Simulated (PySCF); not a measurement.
# WO2(OH)2: forces at shaken geometries

How stiff is WO2(OH)2? Its atoms are displaced at random by several amounts. The species was built from a template and needn't be a known compound.

Computed with PySCF 2.14.0. Level: r2SCAN, W def2-SVP with ECP60, O def2-SVP, H def2-SVP; scalar-relativistic core potentials, no spin–orbit coupling.

5 further runs of the same task are left out: 2 for a known fault of the program, 2 that didn't finish, 1 set aside as unsound or not needed.

## (1) Where the work starts

7 atoms, charge 0, spin multiplicity 1.

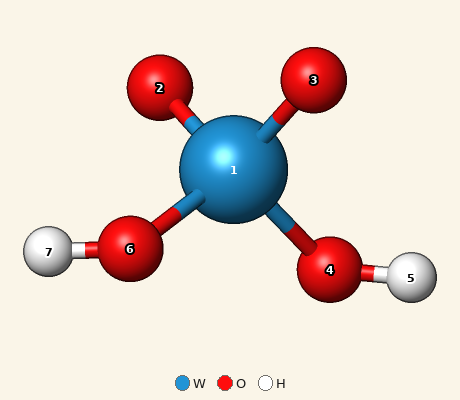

The structure; tungsten blue, oxygen red, hydrogen white; atoms are numbered from 1 in the order of the file.

Coordinates:

| atom | x (Å) | y (Å) | z (Å) |
| --- | --- | --- | --- |
| W1 | 0.00000 | 0.00000 | -0.18034 |
| O2 | 0.88991 | 1.06394 | 0.83092 |
| O3 | -0.88991 | -1.06394 | 0.83092 |
| O4 | 1.21025 | -0.99199 | -1.23902 |
| H5 | 1.28890 | -1.95342 | -1.30123 |
| O6 | -1.21025 | 0.99199 | -1.23902 |
| H7 | -1.28890 | 1.95342 | -1.30123 |

Formal oxidation states: W +6. An earlier session relaxed this geometry at r2SCAN, W def2-SVP with ECP60, O def2-SVP, H def2-SVP (singlet, point group C2).

Its energy there is -369.049627 Eh.

## (2) Atoms moved at random, σ = 0.1 Å

The input, run.py (the lines that set the calculation):

```python
mol = gto.M(atom='''
W     -0.04647    -0.14658    -0.37872
O      0.77722     1.21866     0.88556
O     -0.98029    -1.13580     0.78252
O      1.16904    -0.99416    -1.06495
H      1.38392    -1.96562    -1.45191
O     -0.97814     1.04095    -1.17218
H     -1.32528     1.98254    -1.19935''',
    basis={'W': 'def2-SVP', 'O': 'def2-SVP', 'H': 'def2-SVP'},
    ecp={'W': 'def2-SVP'},
    charge=0, spin=0)
mf = dft.RKS(mol, xc='R2SCAN')
mf.grids.atom_grid = (50, 194)
mf = mf.density_fit()  # fitting sets: W def2-universal-JKFIT, O def2-universal-JKFIT, H def2-universal-JKFIT
mf.conv_tol = 1e-08; mf.max_cycle = 55
mf.kernel(dm0)  # dm0: the density of the relaxed state
```

On the command line:

```console
OMP_NUM_THREADS=2 python run.py
```

Standard output:

```text
init E= -368.692879040133
  HOMO = -0.376050554747648  LUMO = -0.230686208466  gap/eV = 3.95557
cycle= 1 E= -368.797728840582  delta_E= -0.105  |g|= 0.581  |ddm|= 1.43
  HOMO = -0.0928815720294201  LUMO = -0.0528847242849686  gap/eV = 1.08837
cycle= 2 E= -364.044807307758  delta_E= 4.75  |g|= 3.69  |ddm|= 3.66
  HOMO = -0.171833356653143  LUMO = -0.0466142196500344  gap/eV = 3.40739
cycle= 3 E= -368.81187345084  delta_E= -4.77  |g|= 0.536  |ddm|= 3.48
  HOMO = -0.20556603235308  LUMO = -0.101205300208899  gap/eV = 2.83980
cycle= 4 E= -368.816119367832  delta_E= -0.00425  |g|= 0.568  |ddm|= 0.764
  HOMO = -0.218833702574026  LUMO = -0.100166037104432  gap/eV = 3.22911
cycle= 5 E= -368.874315831843  delta_E= -0.0582  |g|= 0.179  |ddm|= 0.498
  HOMO = -0.207664335513851  LUMO = -0.0945388823787802  gap/eV = 3.07830
cycle= 6 E= -368.880029043342  delta_E= -0.00571  |g|= 0.0842  |ddm|= 0.188
  HOMO = -0.206631666745988  LUMO = -0.0924856357470421  gap/eV = 3.10607
cycle= 7 E= -368.881360854576  delta_E= -0.00133  |g|= 0.0149  |ddm|= 0.057
  HOMO = -0.207122580736726  LUMO = -0.0926225017799689  gap/eV = 3.11571
cycle= 8 E= -368.881400498771  delta_E= -3.96e-05  |g|= 0.0062  |ddm|= 0.0116
  HOMO = -0.20712280096287  LUMO = -0.0924895499957924  gap/eV = 3.11933
cycle= 9 E= -368.881406859429  delta_E= -6.36e-06  |g|= 0.00277  |ddm|= 0.0045
  HOMO = -0.207129385054698  LUMO = -0.0924514573845697  gap/eV = 3.12055
cycle= 10 E= -368.881408296216  delta_E= -1.44e-06  |g|= 0.000751  |ddm|= 0.00164
  HOMO = -0.207143820408264  LUMO = -0.0924446139407021  gap/eV = 3.12112
cycle= 11 E= -368.881408377396  delta_E= -8.12e-08  |g|= 0.000421  |ddm|= 0.000327
  HOMO = -0.207168130266242  LUMO = -0.0924481778534712  gap/eV = 3.12169
cycle= 12 E= -368.881408418184  delta_E= -4.08e-08  |g|= 6.23e-05  |ddm|= 0.000371
  HOMO = -0.207165382677409  LUMO = -0.092445940081153  gap/eV = 3.12168
cycle= 13 E= -368.881408418885  delta_E= -7.01e-10  |g|= 1.69e-05  |ddm|= 4.98e-05
  HOMO = -0.207162570698718  LUMO = -0.0924464433886492  gap/eV = 3.12158
Extra cycle  E= -368.881408417549  delta_E= 1.34e-09  |g|= 7.81e-05  |ddm|= 7.37e-05
converged SCF energy = -368.881408417549
```

It took 4.8 s on 2 threads of Arm Neoverse V2, shared host.

It gives: E = -368.881408 Eh (+4.577 eV from the relaxed state), HOMO -5.64 eV, LUMO -2.52 eV, Mulliken charge on W1 +1.03 e, largest force component 18.808 eV/Å. 

| atom | Fx | Fy | Fz (eV/Å) |
| --- | --- | --- | --- |
| W1 | -4.507 | 6.986 | 18.808 |
| O2 | -2.197 | -5.058 | -4.541 |
| O3 | 1.107 | 0.975 | -2.559 |
| O4 | 10.733 | -11.000 | -8.079 |
| H5 | -0.347 | 3.264 | 1.296 |
| O6 | -5.381 | 6.596 | -4.928 |
| H7 | 0.592 | -1.763 | 0.002 |

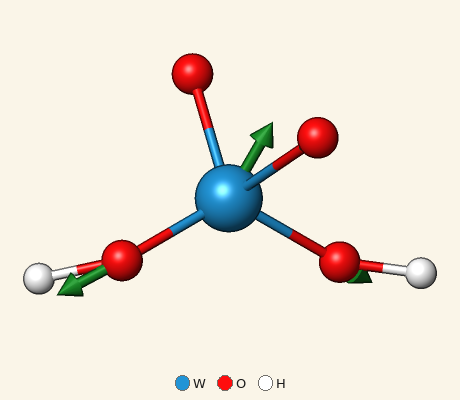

Forces as arrows, the longest for the largest force.

## (3) Atoms moved at random, σ = 0.06 Å

The input, run.py (the lines that set the calculation):

```python
mol = gto.M(atom='''
W     -0.09008    -0.05116    -0.14273
O      0.88456     1.10876     0.90383
O     -0.92829    -1.05122     0.82652
O      1.31342    -1.11873    -1.24106
H      1.34281    -1.89123    -1.28514
O     -1.23485     1.05325    -1.23208
H     -1.28757     1.95033    -1.42835''',
    basis={'W': 'def2-SVP', 'O': 'def2-SVP', 'H': 'def2-SVP'},
    ecp={'W': 'def2-SVP'},
    charge=0, spin=0)
mf = dft.RKS(mol, xc='R2SCAN')
mf.grids.atom_grid = (50, 194)
mf = mf.density_fit()  # fitting sets: W def2-universal-JKFIT, O def2-universal-JKFIT, H def2-universal-JKFIT
mf.conv_tol = 1e-08; mf.max_cycle = 55
mf.kernel(dm0)  # dm0: the density of the relaxed state
```

On the command line:

```console
OMP_NUM_THREADS=2 python run.py
```

Standard output:

```text
init E= -368.992252696061
  HOMO = -0.292756737069274  LUMO = -0.12146500297939  gap/eV = 4.66109
cycle= 1 E= -368.913821805348  delta_E= 0.0784  |g|= 0.415  |ddm|= 0.675
  HOMO = -0.2206472050236  LUMO = -0.0944958142595597  gap/eV = 3.43275
cycle= 2 E= -368.330146447441  delta_E= 0.584  |g|= 1.73  |ddm|= 1.44
  HOMO = -0.284709917449402  LUMO = -0.0986019268999296  gap/eV = 5.06426
cycle= 3 E= -368.893789644959  delta_E= -0.564  |g|= 0.52  |ddm|= 1.24
  HOMO = -0.27204244515049  LUMO = -0.111485140139081  gap/eV = 4.36899
cycle= 4 E= -368.946337125175  delta_E= -0.0525  |g|= 0.144  |ddm|= 0.441
  HOMO = -0.27960435664883  LUMO = -0.113088411765956  gap/eV = 4.53113
cycle= 5 E= -368.950302805874  delta_E= -0.00397  |g|= 0.0336  |ddm|= 0.0858
  HOMO = -0.279392121352275  LUMO = -0.112349493294524  gap/eV = 4.54546
cycle= 6 E= -368.950481268951  delta_E= -0.000178  |g|= 0.0171  |ddm|= 0.0297
  HOMO = -0.279220270737589  LUMO = -0.111839345770528  gap/eV = 4.55467
cycle= 7 E= -368.950544365131  delta_E= -6.31e-05  |g|= 0.00303  |ddm|= 0.0133
  HOMO = -0.279535431885448  LUMO = -0.112044567362649  gap/eV = 4.55766
cycle= 8 E= -368.950545980556  delta_E= -1.62e-06  |g|= 0.00132  |ddm|= 0.00268
  HOMO = -0.279474575493005  LUMO = -0.11196153513203  gap/eV = 4.55826
cycle= 9 E= -368.950546370229  delta_E= -3.9e-07  |g|= 0.000315  |ddm|= 0.00119
  HOMO = -0.279463447468746  LUMO = -0.111940318510923  gap/eV = 4.55854
cycle= 10 E= -368.950546388339  delta_E= -1.81e-08  |g|= 6.51e-05  |ddm|= 0.000255
  HOMO = -0.279464556469519  LUMO = -0.111943864140654  gap/eV = 4.55847
cycle= 11 E= -368.950546389247  delta_E= -9.08e-10  |g|= 7.12e-06  |ddm|= 5.02e-05
  HOMO = -0.279462526281485  LUMO = -0.111943205117535  gap/eV = 4.55843
Extra cycle  E= -368.950546389086  delta_E= 1.61e-10  |g|= 2.85e-05  |ddm|= 2.56e-05
converged SCF energy = -368.950546389086
```

Run time: 4.3 s. Hardware: 2 threads of Arm Neoverse V2, shared host.

Read off: E = -368.950546 Eh (+2.696 eV from the relaxed state), HOMO -7.60 eV, LUMO -3.05 eV, Mulliken charge on W1 +1.18 e, largest force component 22.300 eV/Å. 

| atom | Fx | Fy | Fz (eV/Å) |
| --- | --- | --- | --- |
| W1 | 7.887 | 6.008 | -3.389 |
| O2 | -2.842 | -3.358 | -2.640 |
| O3 | -3.053 | -3.230 | 3.294 |
| O4 | -3.272 | 22.300 | 2.928 |
| H5 | 0.698 | -20.499 | -1.074 |
| O6 | 0.619 | -3.979 | 1.345 |
| H7 | -0.037 | 2.758 | -0.464 |

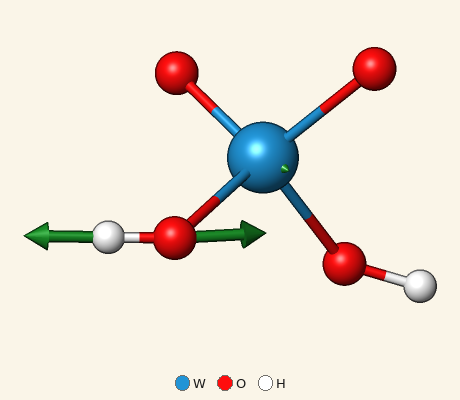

Forces as arrows, the longest for the largest force.

## (4) Atoms moved at random, σ = 0.03 Å

The input, run.py (the lines that set the calculation):

```python
mol = gto.M(atom='''
W     -0.00848     0.02230    -0.15799
O      0.89272     1.10102     0.83134
O     -0.89675    -1.09384     0.82460
O      1.23171    -0.98142    -1.24297
H      1.29258    -1.97950    -1.29526
O     -1.24984     1.01189    -1.21601
H     -1.26193     1.91955    -1.34273''',
    basis={'W': 'def2-SVP', 'O': 'def2-SVP', 'H': 'def2-SVP'},
    ecp={'W': 'def2-SVP'},
    charge=0, spin=0)
mf = dft.RKS(mol, xc='R2SCAN')
mf.grids.atom_grid = (50, 194)
mf = mf.density_fit()  # fitting sets: W def2-universal-JKFIT, O def2-universal-JKFIT, H def2-universal-JKFIT
mf.conv_tol = 1e-08; mf.max_cycle = 55
mf.kernel(dm0)  # dm0: the density of the relaxed state
```

On the command line:

```console
OMP_NUM_THREADS=2 python run.py
```

Standard output:

```text
init E= -369.019181397672
  HOMO = -0.28904317184508  LUMO = -0.100317522486709  gap/eV = 5.13549
cycle= 1 E= -369.042270287619  delta_E= -0.0231  |g|= 0.0881  |ddm|= 0.226
  HOMO = -0.285049016087315  LUMO = -0.0886776403632498  gap/eV = 5.34354
cycle= 2 E= -369.028546065042  delta_E= 0.0137  |g|= 0.269  |ddm|= 0.272
  HOMO = -0.280831686151991  LUMO = -0.0917177372415727  gap/eV = 5.14605
cycle= 3 E= -369.043651041211  delta_E= -0.0151  |g|= 0.0492  |ddm|= 0.204
  HOMO = -0.282410218050455  LUMO = -0.0917642369249987  gap/eV = 5.18774
cycle= 4 E= -369.04406201859  delta_E= -0.000411  |g|= 0.0228  |ddm|= 0.0489
  HOMO = -0.282795058856795  LUMO = -0.0923023063358111  gap/eV = 5.18357
cycle= 5 E= -369.044162677108  delta_E= -0.000101  |g|= 0.00498  |ddm|= 0.0173
  HOMO = -0.282407461345827  LUMO = -0.0922562476339712  gap/eV = 5.17428
cycle= 6 E= -369.044166345015  delta_E= -3.67e-06  |g|= 0.00282  |ddm|= 0.00516
  HOMO = -0.282470479247433  LUMO = -0.0921311110923221  gap/eV = 5.17940
cycle= 7 E= -369.044167617805  delta_E= -1.27e-06  |g|= 0.00128  |ddm|= 0.00253
  HOMO = -0.282477169291536  LUMO = -0.0921808193917979  gap/eV = 5.17823
cycle= 8 E= -369.044167956916  delta_E= -3.39e-07  |g|= 0.000184  |ddm|= 0.000983
  HOMO = -0.28249246344631  LUMO = -0.092195555733105  gap/eV = 5.17824
cycle= 9 E= -369.04416796304  delta_E= -6.12e-09  |g|= 2.74e-05  |ddm|= 0.000132
  HOMO = -0.282487466918827  LUMO = -0.0921869750149922  gap/eV = 5.17834
Extra cycle  E= -369.044167962583  delta_E= 4.57e-10  |g|= 5.37e-05  |ddm|= 6.69e-05
converged SCF energy = -369.044167962583
```

Run time: 3.9 s. Hardware: 2 threads of Arm Neoverse V2, shared host.

Read off: E = -369.044168 Eh (+0.149 eV from the relaxed state), HOMO -7.69 eV, LUMO -2.51 eV, Mulliken charge on W1 +1.18 e, largest force component 3.385 eV/Å. 

| atom | Fx | Fy | Fz (eV/Å) |
| --- | --- | --- | --- |
| W1 | 0.032 | -0.927 | -0.679 |
| O2 | -0.212 | -0.208 | 0.028 |
| O3 | 0.505 | 0.718 | -0.305 |
| O4 | -0.541 | -0.879 | 0.494 |
| H5 | -0.171 | 1.586 | 0.128 |
| O6 | 0.447 | -3.385 | 0.757 |
| H7 | -0.060 | 3.095 | -0.424 |

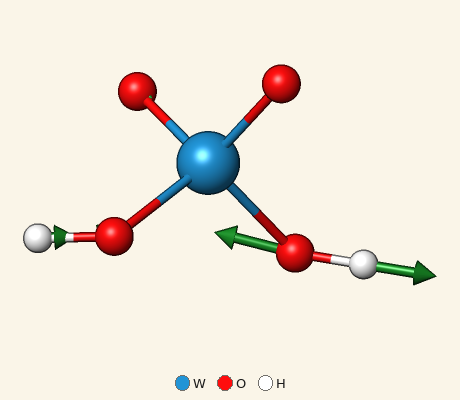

Forces as arrows, the longest for the largest force.

## (5) Results

| σ (Å) | energy rise (eV) | harmonic estimate −½ F·u (eV) | largest force component (eV/Å) |
| --- | --- | --- | --- |
| 0.1 | 4.577 | 4.398 | 18.81 |
| 0.06 | 2.696 | 3.018 | 22.30 |
| 0.03 | 0.149 | 0.144 | 3.38 |

Every displacement raises the energy. For a harmonic well the rise equals −½ F·u; the two differ by at most 12 % here (a move with σ = 0.06 Å), from anharmonicity, the grid and the small forces left at the relaxed point. The bases are small and lack diffuse functions. Spin–orbit coupling is left out.
